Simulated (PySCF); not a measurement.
**CH$_{9}$NSSi$_{4}$: density, localisation and related maps**

```xyz
16

N     3.2134    1.0498   -1.3610
C     2.8306    0.1735   -0.7303
Si    2.1555   -1.1981    0.3408
S     1.2755   -0.3188    2.0681
Si    0.2515    1.4888    1.3734
Si   -1.3328    0.9188   -0.2244
Si   -2.5541   -1.0203    0.1669
H     3.2607   -2.0176    0.8041
H     1.1467   -1.8737   -0.4704
H    -0.2492    1.9530    2.6640
H     1.3478    2.3733    0.9844
H    -0.6409    0.8320   -1.5237
H    -2.2097    2.0922   -0.3589
H    -3.4393   -0.8786    1.3241
H    -1.6709   -2.1589    0.4377
H    -3.3923   -1.4064   -0.9711
```

Geometry: GFN2-xTB.

The calculation used CAM-B3LYP/def2-SVPD, SCF density, gas phase in PySCF 2.14.0.

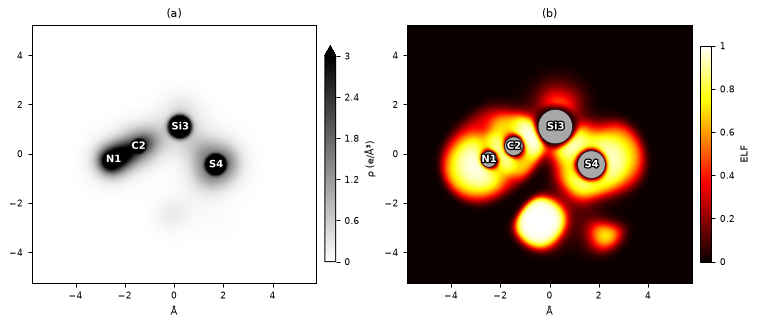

Figure 1. (a) electron density; (b) electron localisation function on the plane of atoms C2, Si3 and S4. Grey discs cover the atomic cores in the ELF map.

Describe what can be read from this map.

Answer. The section cuts through N, C, Si and S sites. C–N (1.15 Å): ρ at the midpoint is about 3.7 e/Å³; the ELF peaks at about 0.85 between the atoms (a short, multiple covalent bond). C–Si (1.87 Å): ρ at the midpoint is about 0.9 e/Å³; the ELF peaks at about 1 between the atoms (localised, covalent bonding). Si–S (2.13 Å): the density is about 0.83 e/Å³ at the midpoint; the ELF peaks at about 0.90 between the atoms: localised, covalent bonding. The ELF also peaks beside N1 and S4, away from the bonds: lone-pair regions.

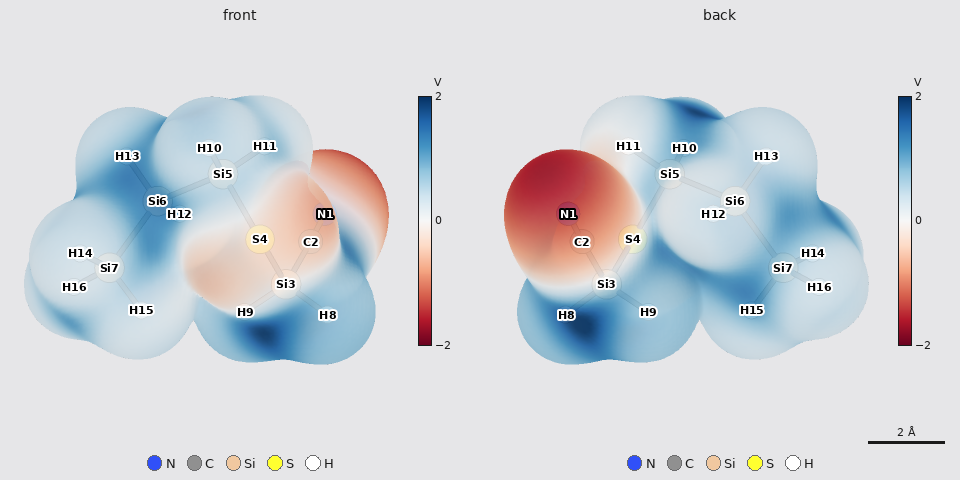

Figure 2. The electrostatic potential painted on the density surface at 0.002 e/bohr³, seen from the front and from behind; the colour scale runs from red (negative) to blue (positive).

Describe the electrostatic potential map.

Answer. The most negative region (about −1.7 V, or −39 kcal/mol for a unit charge) lies over N1, the most positive (about +1.9 V, or +44 kcal/mol for a unit charge) over Si3 and Si5. N1 is the likeliest acceptor of a hydrogen bond.
